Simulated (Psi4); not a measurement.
# quartet SiH at 3 levels

Aim: a comparison of 3 runs (UB2PLYP/def2-TZVPPD, UCCSD/def2-TZVPPD, UCCSD(T)/def2-TZVPPD) of quartet SiH. 

The calculation is run with Psi4 1.11.

7 further runs of the same task are left out: 7 that didn't finish.

## (1) The system as given

SiH: 2 atoms, total charge 0, spin state quartet. SMILES of the parent species: `[SiH]`. Geometry: relaxed at PBE0-D4/def2-TZVP. That shape belongs to the parent species and isn't relaxed for this state.

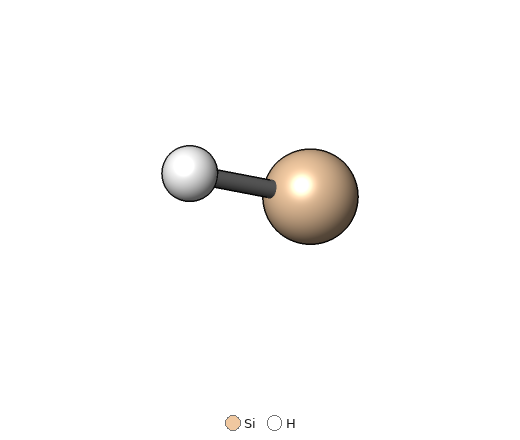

Viewed from a chosen angle; silicon light orange, hydrogen white.

## (2) A single-point energy at UB2PLYP/def2-TZVPPD (density fitting for correlation) (run 1)

File hsi.xyz:

```xyz
2
HSi
Si     0.000000     0.000000    -0.007580
H      0.000000     0.000000     1.524140
```

File run.py:

```python
import psi4

psi4.set_memory('1600 MB')
psi4.set_num_threads(1)
psi4.set_output_file('run.log', False)

with open('hsi.xyz') as f:
    atoms = ''.join(f.readlines()[2:])
m = psi4.geometry('0 4\n' + atoms + 'symmetry c1')

psi4.set_options({
    'reference': 'uks',
    'puream': True,
    'e_convergence': 1e-09,
    'd_convergence': 1e-08,
    'scf_type': 'pk',
    'dft_radial_points': 99,
    'dft_spherical_points': 590,
    'num_frozen_docc': 5,
    'maxiter': 100,
})

e_tot, wfn = psi4.energy('b2plyp/def2-TZVPPD', return_wfn=True)
print('E =', round(e_tot, 9))
```

The run is started by

```
$ python run.py
```

run.log:

```text
[...]
  Running in c1 symmetry.
[...]
  Nuclear repulsion =    4.836707067466639
[...]
  Multiplicity = 4
[...]
  Nalpha       = 9
  Nbeta        = 6
[...]
    Number of basis functions: 65
[...]
   @UKS iter   1:  -289.76635389970500   -4.03248e-01   3.37450e-03 ADIIS/DIIS
[...]
   @UKS iter  11:  -289.77947798181253   -5.34328e-12   2.52291e-09 DIIS
[...]
   @S^2 Observed:                3.752983748E+00
[...]
  @UKS Final Energy:  -289.77947798181253
   => Energetics <=
    Nuclear Repulsion Energy =              4.8367070674666390
    One-Electron Energy =                -410.7682587690932792
    Two-Electron Energy =                 126.2538421487005138
    DFT Exchange-Correlation Energy =     -10.1017684288864142
    Empirical Dispersion Energy =           0.0000000000000000
    VV10 Nonlocal Energy =                  0.0000000000000000
    Total Energy =                       -289.7794779818125335
[...]
 Multipole Moments:
 ------------------------------------------------------------------------------------
     Multipole            Electronic (a.u.)      Nuclear  (a.u.)        Total (a.u.)
 ------------------------------------------------------------------------------------
 L = 1.  Multiply by 2.5417464519 to convert [e a0] to [Debye]
 Dipole X            :          0.0000000            0.0000000            0.0000000
 Dipole Y            :         -0.0000000            0.0000000           -0.0000000
 Dipole Z            :         -1.4036595            1.3848507           -0.0188088
 Magnitude           :                                                    0.0188088
[...]
```

The script printed:

```text
E = -289.802043195
```

Wall time 8.4 s (1 thread of Intel Xeon Platinum 8488C (Sapphire Rapids), shared host); peak memory 0.45 GiB.

## (3) A single-point energy at UCCSD/def2-TZVPPD (run 2)

hsi.xyz is that of step 2.

File run.py:

```python
import numpy as np
from ase.calculators.psi4 import Psi4
from ase.io import read

a = read('hsi.xyz')
calc = Psi4(atoms=a, method='ccsd', basis='def2-TZVPPD', memory='1600MB', num_threads=1, charge=0, multiplicity=4, label='psi4-calc', reference='uhf')
calc.psi4.set_options({'puream': True, 'e_convergence': 1e-09, 'd_convergence': 1e-08, 'scf_type': 'pk', 'num_frozen_docc': 5, 'maxiter': 100})
a.calc = calc

print(f'energy: {a.get_potential_energy():.6f} eV')
```

The run is started by

```
$ python run.py
```

psi4-calc.dat:

```text
[...]
  Running in c1 symmetry.
[...]
  Nuclear repulsion =    4.836707067466639
[...]
  Multiplicity = 4
[...]
  Nalpha       = 9
  Nbeta        = 6
[...]
    Number of basis functions: 65
[...]
   @UHF iter   1:  -289.37924214922390   -5.58381e-01   2.51066e-03 ADIIS/DIIS
[...]
   @UHF iter  12:  -289.39775991451182   -5.91172e-12   5.74175e-09 DIIS
[...]
   @S^2 Observed:                3.753280885E+00
[...]
  @UHF Final Energy:  -289.39775991451182
   => Energetics <=
    Nuclear Repulsion Energy =              4.8367070674666390
    One-Electron Energy =                -410.6264179683170710
    Two-Electron Energy =                 116.3919509863385713
    Total Energy =                       -289.3977599145118802
  UHF NO Occupations:
  HONO-2 :    7  A 1.0000000
  HONO-1 :    8  A 1.0000000
[...]
 Multipole Moments:
 ------------------------------------------------------------------------------------
     Multipole            Electronic (a.u.)      Nuclear  (a.u.)        Total (a.u.)
 ------------------------------------------------------------------------------------
 L = 1.  Multiply by 2.5417464519 to convert [e a0] to [Debye]
 Dipole X            :          0.0000000            0.0000000            0.0000000
 Dipole Y            :         -0.0000000            0.0000000           -0.0000000
 Dipole Z            :         -1.4468322            1.3848507           -0.0619815
 Magnitude           :                                                    0.0619815
[...]
      * MP2 total energy                      = -289.459957061818500
[...]
      * CCSD total energy                     = -289.478507698831891
```

On the terminal:

```text
energy: -7877.111419 eV
```

It took 15 s on 1 thread of Intel Xeon Platinum 8488C (Sapphire Rapids), shared host; peak memory 0.39 GiB.

## (4) A single-point energy at UCCSD(T)/def2-TZVPPD (run 3)

File input.json:

```json
{
  "schema_name": "qcschema_input",
  "schema_version": 1,
  "molecule": {
    "schema_name": "qcschema_molecule",
    "schema_version": 2,
    "symbols": ["Si", "H"],
    "geometry": [0.0, 0.0, -0.01432412, 0.0, 0.0, 2.88020718],
    "molecular_charge": 0,
    "molecular_multiplicity": 4,
    "fix_symmetry": "c1"
  },
  "driver": "energy",
  "model": {
    "method": "ccsd(t)",
    "basis": "def2-TZVPPD"
  },
  "keywords": {
    "reference": "uhf",
    "puream": true,
    "e_convergence": 1e-09,
    "d_convergence": 1e-08,
    "scf_type": "pk",
    "num_frozen_docc": 5,
    "maxiter": 100
  }
}
```

The run is started by

```
$ psi4 --qcschema input.json -n 1 --memory 1600MB
```

stdout:

```text
[...]
  Running in c1 symmetry.
[...]
  Nuclear repulsion =    4.836707068947569
[...]
  Multiplicity = 4
[...]
  Nalpha       = 9
  Nbeta        = 6
[...]
    Number of basis functions: 65
[...]
   @UHF iter   1:  -289.37924215594563   -5.58381e-01   2.51066e-03 DIIS/ADIIS
[...]
   @UHF iter  12:  -289.39775991452763   -5.85487e-12   5.74186e-09 DIIS
[...]
   @S^2 Observed:                3.753280885E+00
[...]
  @UHF Final Energy:  -289.39775991452763
   => Energetics <=
    Nuclear Repulsion Energy =              4.8367070689475691
    One-Electron Energy =                -410.6264179712683244
    Two-Electron Energy =                 116.3919509877931233
    Total Energy =                       -289.3977599145276258
  UHF NO Occupations:
  HONO-2 :    7  A 1.0000000
  HONO-1 :    8  A 1.0000000
[...]
 Multipole Moments:
 ------------------------------------------------------------------------------------
     Multipole            Electronic (a.u.)      Nuclear  (a.u.)        Total (a.u.)
 ------------------------------------------------------------------------------------
 L = 1.  Multiply by 2.5417464519 to convert [e a0] to [Debye]
 Dipole X            :          0.0000000            0.0000000            0.0000000
 Dipole Y            :         -0.0000000            0.0000000           -0.0000000
 Dipole Z            :         -1.4468322            1.3848507           -0.0619815
 Magnitude           :                                                    0.0619815
[...]
      * MP2 total energy                      = -289.459957061830664
[...]
      * CCSD total energy                     = -289.478507698839906
[...]
      * CCSD(T) total energy                     = -289.481530146506600
[...]
```

The result, in JSON:

```text
{
 "driver": "energy",
 "model": {
  "method": "ccsd(t)",
  "basis": "def2-TZVPPD"
 },
 "success": true,
 "return_result": -289.4815301465066,
 "properties": {
  "calcinfo_nbasis": 65,
  "calcinfo_nmo": 65,
  "calcinfo_nalpha": 9,
  "calcinfo_nbeta": 6,
  "calcinfo_natom": 2,
  "nuclear_repulsion_energy": 4.836707068947569,
  "return_energy": -289.4815301465066,
  "scf_one_electron_energy": -410.6264179712683,
  "scf_two_electron_energy": 116.39195098779312,
  "scf_dipole_moment": [1.5949042524202336e-11, -8.045258034197464e-11, -0.06198145235773689],
  "scf_total_energy": -289.3977599145276,
  "scf_iterations": 12,
  "mp2_same_spin_correlation_energy": -0.01743316663416107,
  "mp2_opposite_spin_correlation_energy": -0.0447639806688158,
  "mp2_singles_energy": -2.3619492913499354e-28,
  "mp2_doubles_energy": -0.062197147302976874,
  "mp2_correlation_energy": -0.062197147302976874,
  "mp2_total_energy": -289.45995706183066,
  "ccsd_same_spin_correlation_energy": -0.021804139881291682,
  "ccsd_opposite_spin_correlation_energy": -0.05894364443090687,
  "ccsd_singles_energy": 3.60746617414271e-16,
  "ccsd_doubles_energy": -0.08074778431219855,
  "ccsd_correlation_energy": -0.08074778431219819,
  "ccsd_total_energy": -289.4785076988399,
  "ccsd_iterations": 17,
  "ccsd_prt_pr_correlation_energy": -0.08377023197894508,
  "ccsd_prt_pr_total_energy": -289.4815301465066
 }
}
```

It took 15 s on 1 thread of Intel Xeon Platinum 8488C (Sapphire Rapids), shared host; peak memory 0.38 GiB.

## (5) The series

```
run                                                  level  fitting correlation         integration grid  energy (Eh)  HOMO energy (eV)  LUMO energy (eV)   ⟨S²⟩  wall time
  1  UB2PLYP/def2-TZVPPD (density fitting for correlation)      density fitting  99 radial × 590 angular  -289.802043             -6.73             -3.51  3.753      8.4 s
  2                                      UCCSD/def2-TZVPPD                 none                        –  -289.478508             -8.73             -0.57  3.753       15 s
  3                                   UCCSD(T)/def2-TZVPPD                 none                        –  -289.481530             -8.73             -0.57  3.753       15 s
```

## (6) Results

| quantity | value |
| --- | --- |
| run 3: total energy | -289.48153 Eh |
| run 3: HOMO energy (Hartree–Fock orbitals) (highest over α and β) | -8.73 eV |
| run 3: LUMO energy (Hartree–Fock orbitals) (lowest over α and β) | -0.57 eV |
| run 3: correlation energy (5 core orbitals frozen) | -83.8 mEh |
| run 3: (T) correction | -3.02 mEh |
| run 3: ⟨S²⟩ of the reference determinant | 3.753 |
| run 3: T1 diagnostic | 0.049 |

All runs together took 38 s, the longest 15 s.
